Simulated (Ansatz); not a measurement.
**H2S (triplet): correlated methods under varied settings at distance H1–H2 along a hydrogen transfer = 0.745 Å**

Aim: run H2S (triplet) at one geometry under a spread of methods and options, and see what each costs and gives.

Method: the settings change from run to run; program: Ansatz 0.2.0, Gaussian basis.

3 further runs of the same task are left out: 3 that didn't finish.

**1. The geometry**

The geometry derives from fragments relaxed apart (PBE0/def2-TZVP) and kept rigid, so it is no stationary point. A hydrogen atom is moved between rigid fragments.

3 atoms, charge 0, spin multiplicity 3.

Atoms are counted from 1 here; the program's logs count them from 0.

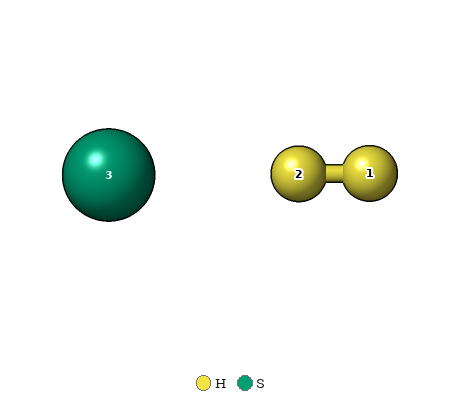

The structure; hydrogen yellow, sulfur teal; atoms are numbered from 1 in the order of the file.

**2. CISDT/STO-3G**

Contents of in.yaml:

```yaml
crystal:
  periodic: [false, false, false]
  atoms:
    - {symbol: H, position_ang: [0.000000, 0.000000, -1.164333]}
    - {symbol: H, position_ang: [0.000000, 0.000000, -0.419333]}
    - {symbol: S, position_ang: [0.000000, 0.000000, 1.583667]}
basis:
  gaussian: {orbitals: STO-3G}
magnetization: {spin_polarized: false, initial_magnetization: 2}
correlation: {active_space: {ras: {orbitals: [8, 2, 1], electrons: 18, max_holes: 3, max_particles: 3}, fixed_orbitals: true}}
```

The run is started by

```sh
> ansatz run in.yaml --threads 1 --pin off --events-out ev --progress --plain --max-ram 2393MiB
```

Output:

```text
Functional definition: HF
  name "HF"
  cite "Fock, Z. Phys. 61, 126 (1930) doi:10.1007/BF01340294"
  parent pbe
  exchange = exact_x
  correlation = 0
113 factors; integrals over basis functions are off by at most 2.3e-5 eV
mean field evaluation 1: about -10727.4359 eV, gradient 4.0e0 eV
mean field evaluation 2: about -10727.4453 eV, gradient 4.0e0 eV
mean field evaluation 4: about -10727.6987 eV, gradient 7.6e-2 eV
mean field evaluation 8: about -10727.6984 eV, gradient 1.6e-5 eV
mean field evaluation 16: about -10727.6719 eV, gradient 7.3e-3 eV
mean field evaluation 32: about -10727.6887 eV, gradient 2.8e-2 eV
mean field -10727.69838322 eV, -394.2356440880 hartree, gradient 1.9e-6 eV, S^2 2.000000; 8 other end points of the search recorded, 0 dependent functions left out
reference -10727.69838322 eV, -394.2356440880 hartree; 10, 8 occupied and 1, 3 virtual orbitals, 113 factors
state -10728.27333862 eV, -394.2567733094 hartree
Total energy: -10728.27333862 eV, -394.2567733094 hartree
```

It took 0.15 s on 1 thread of Arm Neoverse V1, shared host.

From the report: 606 determinants.

**3. CASSCF(4,3)/6-31G**

Contents of in.yaml:

```yaml
crystal:
  periodic: [false, false, false]
  atoms:
    - {symbol: H, position_ang: [0.000000, 0.000000, -1.164333]}
    - {symbol: H, position_ang: [0.000000, 0.000000, -0.419333]}
    - {symbol: S, position_ang: [0.000000, 0.000000, 1.583667]}
basis:
  gaussian: {orbitals: 6-31G, fitting: {mean_field: def2-universal-jkfit}}
magnetization: {spin_polarized: false, initial_magnetization: 2}
correlation: {active_space: {window: {electrons: 4, orbitals: 3}}}
output: {forces: true}
```

The command is unchanged.

Output, shortened:

```text
Functional definition: HF
  name "HF"
  cite "Fock, Z. Phys. 61, 126 (1930) doi:10.1007/BF01340294"
  parent pbe
[...]
164 factors; integrals over basis functions are off by at most 4.6e-2 eV
[...]
mean field -10845.92585426 eV, -398.5804235113 hartree, gradient 1.6e-6 eV, S^2 2.000000; 9 other end points of the search recorded, 0 dependent functions left out
reference -10845.92585426 eV, -398.5804235113 hartree; 10, 8 occupied and 7, 9 virtual orbitals, 164 factors
state -10845.92585426 eV, -398.5804235113 hartree
[...]
Total energy: -10845.92585426 eV, -398.5804235113 hartree
Atom 0 at     0.000000     0.000000    -1.164333 Å, force     0.000000     0.000000     0.255019 eV/Å
Atom 1 at     0.000000     0.000000    -0.419333 Å, force    -0.000000    -0.000000    -1.597220 eV/Å
Atom 2 at     0.000000     0.000000     1.583667 Å, force     0.000000     0.000000     1.342201 eV/Å
Dipole moment:    -0.000000     0.000000    -0.052537 e Å
```

Run time: 0.24 s. Hardware: 1 thread of Arm Neoverse V1, shared host.

From the report: 9 determinants; active occupations 2.00, 1.00, 1.00. With so small a space the active step adds no correlation: the energy is the mean field's.

**4. NEVPT4(SD)(8,7)/6-31G**

Contents of in.yaml:

```yaml
crystal:
  periodic: [false, false, false]
  atoms:
    - {symbol: H, position_ang: [0.000000, 0.000000, -1.164333]}
    - {symbol: H, position_ang: [0.000000, 0.000000, -0.419333]}
    - {symbol: S, position_ang: [0.000000, 0.000000, 1.583667]}
basis:
  gaussian: {orbitals: 6-31G}
magnetization: {spin_polarized: false, initial_magnetization: 2}
correlation: {method: fic_nevpt4_sd, electrons: outside_noble_gas, active_space: {window: {electrons: 8, orbitals: 7}}}
```

Launched as before.

Output:

```text
Functional definition: HF
  name "HF"
  cite "Fock, Z. Phys. 61, 126 (1930) doi:10.1007/BF01340294"
  parent pbe
  exchange = exact_x
  correlation = 0
204 factors; integrals over basis functions are off by at most 1.1e-3 eV
mean field evaluation 1: about -10845.3673 eV, gradient 6.7e0 eV
mean field evaluation 2: about -10845.3668 eV, gradient 6.7e0 eV
mean field evaluation 4: about -10845.9251 eV, gradient 3.1e-1 eV
mean field evaluation 8: about -10845.9261 eV, gradient 2.2e-4 eV
mean field evaluation 16: about -10845.9261 eV, gradient 2.4e-6 eV
mean field evaluation 32: about -10845.9261 eV, gradient 3.5e-2 eV
mean field -10845.92607245 eV, -398.5804315296 hartree, gradient 2.7e-6 eV, S^2 2.000000; 9 other end points of the search recorded, 0 dependent functions left out
reference -10845.92607245 eV, -398.5804315296 hartree; 10, 8 occupied and 7, 9 virtual orbitals, 204 factors
state -10846.61047373 eV, -398.6055828131 hartree
state -10846.61047373 eV, -398.6055828131 hartree; corrected -10847.29057577 eV, -398.6305761018 hartree
Total energy: -10847.29057577 eV, -398.6305761018 hartree
```

Wall time 5.5 s (1 thread of Arm Neoverse V1, shared host).

From the report: 1,225 determinants; active occupations 2.00, 1.99, 1.98, 1.00, 1.00, 0.02, 0.01.

**5. CCSDT(Q)/B/6-31G**

Contents of in.yaml:

```yaml
crystal:
  periodic: [false, false, false]
  atoms:
    - {symbol: H, position_ang: [0.000000, 0.000000, -1.164333]}
    - {symbol: H, position_ang: [0.000000, 0.000000, -0.419333]}
    - {symbol: S, position_ang: [0.000000, 0.000000, 1.583667]}
basis:
  gaussian: {orbitals: 6-31G}
magnetization: {spin_polarized: true, initial_magnetization: 2}
hamiltonian: {xc: {name: PBE0}}
correlation: {method: ccsdt_q_b, electrons: all}
```

The command is unchanged.

Output, shortened:

```text
Functional definition: PBE0
  name "PBE0"
  cite "Adamo & Barone, J. Chem. Phys. 110, 6158 (1999) doi:10.1063/1.478522"
  cite "Perdew, Burke & Ernzerhof, Phys. Rev. Lett. 77, 3865 (1996) doi:10.1103/PhysRevLett.77.3865"
  parent pbe
[...]
323 factors; integrals over basis functions are off by at most 5.6e-8 eV
[...]
mean field -10860.06592245 eV, -399.1000614328 hartree, gradient 2.2e-6 eV, S^2 2.002064; 2 other end points of the search recorded, 0 dependent functions left out
reference -10845.84226174 eV, -398.5773515431 hartree; 10, 8 occupied and 7, 9 virtual orbitals, 323 factors
second order -1.11358038 eV of doubles, -0.08775912 eV of singles
cycle   1  -1.43303290 eV  change   -2.3e-1 eV  update   3.8e-2
[...]
cycle  11  -1.55440349 eV  change   -3.9e-8 eV  update   1.1e-6
perturbative correction 0.00031132 eV, 0.0000114409 hartree
Total energy: -10847.39635391 eV, -398.6344633767 hartree
```

Wall time 7.5 s (1 thread of Arm Neoverse V1, shared host); peak memory 0.29 GiB.

From the report: ⟨S²⟩ of the determinant 2.002 (pure triplet: 2.00); correlation -1.5541 eV; T1 0.012; largest double amplitude 0.06. The orbitals are Kohn-Sham ones, so correlation energy and T1 don't compare with those on Hartree-Fock orbitals.

**6. The runs in one table**

Where basis and cores are those of an earlier FCI/6-31G run (-10847.3229 eV), and the state is the same kind, the miss against it is given.

| level | correlated | functions | energy (eV) | from FCI (meV) | time |
| --- | --- | --- | --- | --- | --- |
| CISDT/STO-3G | all | 11 | -10728.2733 |  | 0.15 s |
| CASSCF(4,3)/6-31G |  | 17 | -10845.9259 | 1397.0 | 0.24 s |
| NEVPT4(SD)(8,7)/6-31G | outside noble gas | 17 | -10847.2906 | 32.3 | 5.5 s |
| CCSDT(Q)/B/6-31G (on PBE0 orbitals) | all | 17 | -10847.3964 |  | 7.5 s |

**7. What came out**

```
quantity                                       value
    runs                                           4
quickest                        CISDT/STO-3G, 0.15 s
 slowest  CCSDT(Q)/B/6-31G (on PBE0 orbitals), 7.5 s
```

What this shows: Total energies in different bases, with other cores or another treatment of relativity can't be set against each other. CCSDT(Q)/B/6-31G (on PBE0 orbitals) took 50 times as long as CISDT/STO-3G; the jobs differ in more than the method. Hartree-Fock, CASSCF and CASCI lack dynamic correlation by design.
